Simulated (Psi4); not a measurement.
# C2ClF3 (chlorotrifluoroethylene) at BLYP/cc-pVDZ

Aim: the vertical singlet–triplet gap of C2ClF3 (chlorotrifluoroethylene) at BLYP/cc-pVDZ, from 2 runs. 

The calculation is run with Psi4 1.11.

## 1. The system as given

The species is C2ClF3 (6 atoms), meant as a singlet with charge 0. SMILES: `FC(F)=C(F)Cl`. The coordinates come from a PBE0-D4/def2-TZVP relaxation.

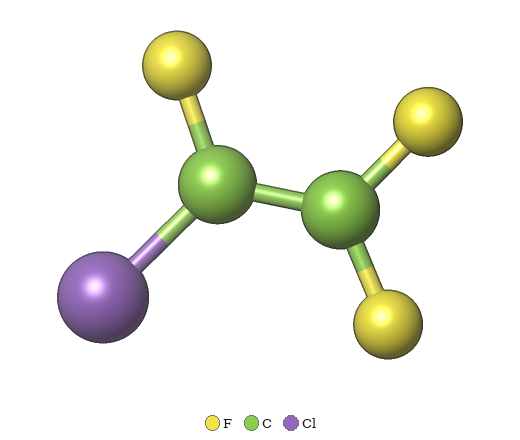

Viewed from a chosen angle; fluorine yellow, carbon green, chlorine purple.

## 2. Energy and forces at BLYP/cc-pVDZ

input.json reads:

```json
{
 "schema_name": "qcschema_input",
 "schema_version": 1,
 "molecule": {
  "schema_name": "qcschema_molecule",
  "schema_version": 2,
  "symbols": ["F", "C", "F", "C", "F", "Cl"],
  "geometry": [1.42670543, -3.09699656, 0.22956393, -0.16019208, -1.21360101, 0.45003828, -2.2135118, -1.84218062, 1.66925178, 0.28175817, 1.07202273, -0.46759383, 2.41609044, 1.55331708, -1.68257435, -1.75088795, 3.52745727, -0.19864801],
  "molecular_charge": 0,
  "molecular_multiplicity": 1,
  "fix_symmetry": "c1",
  "fix_com": true,
  "fix_orientation": true
 },
 "driver": "gradient",
 "model": {
  "method": "blyp",
  "basis": "cc-pVDZ"
 },
 "keywords": {
  "reference": "rks",
  "puream": true,
  "e_convergence": 1e-09,
  "d_convergence": 1e-08,
  "scf_type": "pk",
  "dft_radial_points": 99,
  "dft_spherical_points": 590
 }
}
```

Launch:

```
$ psi4 --qcschema input.json -n 1 --memory 2200MB
```

stdout:

```text
[...]
  Running in c1 symmetry.
[...]
  Nuclear repulsion =  295.745276202135244
[...]
  Multiplicity = 1
[...]
  Nalpha       = 28
  Nbeta        = 28
[...]
    Number of basis functions: 88
[...]
   @RKS iter   1:  -835.74127951319770    1.75325e-01   5.46464e-03 ADIIS/DIIS
[...]
   @RKS iter  13:  -835.84978650576363   -2.61480e-12   2.49867e-09 DIIS
[...]
    Orbital Energies [Eh]
    ---------------------
    Doubly Occupied:
       1A   -100.774298     2A    -24.356727     3A    -24.355333
       4A    -24.342143     5A    -10.091939     6A    -10.056138
       7A     -9.205303     8A     -7.038691     9A     -7.026771
      10A     -7.026651    11A     -1.197450    12A     -1.151726
      13A     -1.138386    14A     -0.820174    15A     -0.699509
      16A     -0.577082    17A     -0.534189    18A     -0.521815
      19A     -0.477104    20A     -0.458923    21A     -0.417949
      22A     -0.401406    23A     -0.387991    24A     -0.372003
      25A     -0.354758    26A     -0.316357    27A     -0.297650
      28A     -0.204214
[...]
  @RKS Final Energy:  -835.84978650576363
   => Energetics <=
    Nuclear Repulsion Energy =            295.7452762021352441
    One-Electron Energy =               -1743.5631766347130451
    Two-Electron Energy =                 682.4539453415711705
    DFT Exchange-Correlation Energy =     -70.4858314147571150
    Empirical Dispersion Energy =           0.0000000000000000
    VV10 Nonlocal Energy =                  0.0000000000000000
    Total Energy =                       -835.8497865057636318
[...]
 Multipole Moments:
 ------------------------------------------------------------------------------------
     Multipole            Electronic (a.u.)      Nuclear  (a.u.)        Total (a.u.)
 ------------------------------------------------------------------------------------
 L = 1.  Multiply by 2.5417464519 to convert [e a0] to [Debye]
 Dipole X            :         14.2817123          -14.3721420           -0.0904297
 Dipole Y            :        -28.6673597           28.6445630           -0.0227967
 Dipole Z            :          1.5883863           -1.5361772            0.0522091
 Magnitude           :                                                    0.1068785
[...]
  -Total Gradient:
     Atom            X                  Y                   Z
    ------   -----------------  -----------------  -----------------
       1       -0.020089829403     0.022625351857     0.003159112685
       2        0.001232810606    -0.001649643338    -0.000112180258
       3        0.025525298124     0.007275573131    -0.014993575077
       4       -0.000794168502    -0.001463587414     0.000846852113
       5       -0.023695495012    -0.005779226769     0.013619450580
       6        0.017801257812    -0.020986376543    -0.002516300513
[...]
```

The result, in JSON:

```text
{
 "driver": "gradient",
 "model": {
  "method": "blyp",
  "basis": "cc-pVDZ"
 },
 "success": true,
 "return_result": [-0.020089829403129478, 0.022625351856600806, 0.00315911268492991, 0.0012328106060686198, -0.0016496433379072917, -0.00011218025814178911, 0.02552529812442822, 0.007275573130630014, -0.014993575076661603, -0.0007941685019304534, -0.001463587413560924, 0.0008468521126562892, -0.023695495011504197, -0.005779226768713008, 0.013619450580158038, 0.017801257812267518, -0.0209863765425804, -0.002516300513308211],
 "properties": {
  "calcinfo_nbasis": 88,
  "calcinfo_nmo": 88,
  "calcinfo_nalpha": 28,
  "calcinfo_nbeta": 28,
  "calcinfo_natom": 6,
  "nuclear_repulsion_energy": 295.74527620213524,
  "return_energy": -835.8497865057636,
  "return_gradient": [-0.020089829403129478, 0.022625351856600806, 0.00315911268492991, 0.0012328106060686198, -0.0016496433379072917, -0.00011218025814178911, 0.02552529812442822, 0.007275573130630014, -0.014993575076661603, -0.0007941685019304534, -0.001463587413560924, 0.0008468521126562892, -0.023695495011504197, -0.005779226768713008, 0.013619450580158038, 0.017801257812267518, -0.0209863765425804, -0.002516300513308211],
  "scf_one_electron_energy": -1743.563176634713,
  "scf_two_electron_energy": 682.4539453415712,
  "scf_xc_energy": -70.48583141475711,
  "scf_dipole_moment": [-0.09042971653895648, -0.02279671651613313, 0.05220907385566731],
  "scf_total_energy": -835.8497865057636,
  "scf_total_gradient": [-0.020089829403129478, 0.022625351856600806, 0.00315911268492991, 0.0012328106060686198, -0.0016496433379072917, -0.00011218025814178911, 0.02552529812442822, 0.007275573130630014, -0.014993575076661603, -0.0007941685019304534, -0.001463587413560924, 0.0008468521126562892, -0.023695495011504197, -0.005779226768713008, 0.013619450580158038, 0.017801257812267518, -0.0209863765425804, -0.002516300513308211],
  "scf_iterations": 13
 }
}
```

Run time: 23 s. Hardware: 1 thread of Intel Xeon 6975P-C (Granite Rapids), shared host; peak memory 1.1 GiB.

## 3. The triplet at the same level

c2clf3.xyz reads:

```xyz
6
C2ClF3
F      0.754980    -1.638860     0.121480
C     -0.084770    -0.642210     0.238150
F     -1.171340    -0.974840     0.883330
C      0.149100     0.567290    -0.247440
F      1.278540     0.821980    -0.890380
Cl    -0.926530     1.866650    -0.105120
```

calc.py reads:

```python
import psi4

psi4.set_memory(2200000000)
psi4.set_num_threads(1)
psi4.core.set_output_file('run.log', False)

with open('c2clf3.xyz') as f:
    atoms = ''.join(f.readlines()[2:])
m = psi4.geometry('0 3\n' + atoms + 'symmetry c1\nno_reorient\nno_com')

psi4.set_options({
    'reference': 'uks',
    'puream': True,
    'e_convergence': 1e-09,
    'd_convergence': 1e-08,
    'scf_type': 'pk',
    'dft_radial_points': 99,
    'dft_spherical_points': 590,
    'maxiter': 100,
})

e, wfn = psi4.gradient('blyp/cc-pVDZ', return_wfn=True)
psi4.oeprop(wfn, 'DIPOLE', 'MAYER_INDICES', 'WIBERG_LOWDIN_INDICES')
print('gradient / Eh bohr^-1')
print(e.np.round(6))
print(f'energy = {wfn.energy():.10f} Eh')
```

Launch:

```
$ python calc.py
```

run.log, shortened:

```text
[...]
  Running in c1 symmetry.
[...]
  Nuclear repulsion =  295.745276287558966
[...]
  Multiplicity = 3
[...]
  Nalpha       = 29
  Nbeta        = 27
[...]
    Number of basis functions: 88
[...]
   @UKS iter   1:  -835.50882449945823    4.07780e-01   6.53055e-03 ADIIS/DIIS
[...]
   @UKS iter  15:  -835.68400835724196   -2.38742e-12   4.81688e-09 DIIS
[...]
   @S^2 Observed:                2.004090283E+00
[...]
  @UKS Final Energy:  -835.68400835724196
   => Energetics <=
    Nuclear Repulsion Energy =            295.7452762875589656
    One-Electron Energy =               -1743.4858328500731659
    Two-Electron Energy =                 682.5902615668221642
    DFT Exchange-Correlation Energy =     -70.5337133615499141
    Empirical Dispersion Energy =           0.0000000000000000
    VV10 Nonlocal Energy =                  0.0000000000000000
    Total Energy =                       -835.6840083572419644
  UHF NO Occupations:
  HONO-2 :   27  A 1.9992607
  HONO-1 :   28  A 1.0000000
[...]
  -Total Gradient:
     Atom            X                  Y                   Z
    ------   -----------------  -----------------  -----------------
       1       -0.033660407355     0.026887584586     0.008674419552
       2        0.029769946142     0.164277741209    -0.064963657140
       3        0.039034263445     0.002556083542    -0.020318906691
       4       -0.020204090843    -0.186295113287     0.066841433502
       5       -0.026749820741     0.001848307869     0.012830526319
       6        0.011790357510    -0.009252575856    -0.003060624438
[...]
 Multipole Moments:
 ------------------------------------------------------------------------------------
     Multipole            Electronic (a.u.)      Nuclear  (a.u.)        Total (a.u.)
 ------------------------------------------------------------------------------------
 L = 1.  Multiply by 2.5417464519 to convert [e a0] to [Debye]
 Dipole X            :         14.2954609          -14.3721420           -0.0766811
 Dipole Y            :        -28.4751141           28.6445631            0.1694490
 Dipole Z            :          1.5228379           -1.5361773           -0.0133393
 Magnitude           :                                                    0.1864696
[...]
```

On the terminal:

```text
gradient / Eh bohr^-1
[[-0.03366   0.026888  0.008674]
 [ 0.02977   0.164278 -0.064964]
 [ 0.039034  0.002556 -0.020319]
 [-0.020204 -0.186295  0.066841]
 [-0.02675   0.001848  0.012831]
 [ 0.01179  -0.009253 -0.003061]]
energy = -835.6840083572 Eh
```

It took 31 s on 1 thread of Intel Xeon 6975P-C (Granite Rapids), shared host; peak memory 1.1 GiB.

## 4. Summary of results

At BLYP/cc-pVDZ:

| quantity | value |
| --- | --- |
| singlet: total energy | -835.84979 Eh |
| singlet: dipole moment | 0.27 D |
| singlet: HOMO energy | -5.56 eV |
| singlet: LUMO energy | -0.18 eV |
| singlet: HOMO–LUMO gap | 5.38 eV |
| singlet: largest force on an atom | 1.568 eV/Å |
| triplet: total energy | -835.68401 Eh |
| triplet: dipole moment | 0.47 D |
| triplet: HOMO energy (highest over α and β) | -0.95 eV |
| triplet: ⟨S²⟩ | 2.004 |
| triplet: largest force on an atom | 10.231 eV/Å |
| vertical energy of the triplet above the singlet | 4.511 eV |

**Reading.** At this shape the triplet lies 4.51 eV (435 kJ/mol) above the singlet. The largest force (singlet) is 1.57 eV/Å: the shape isn't a stationary point for this species at this level.
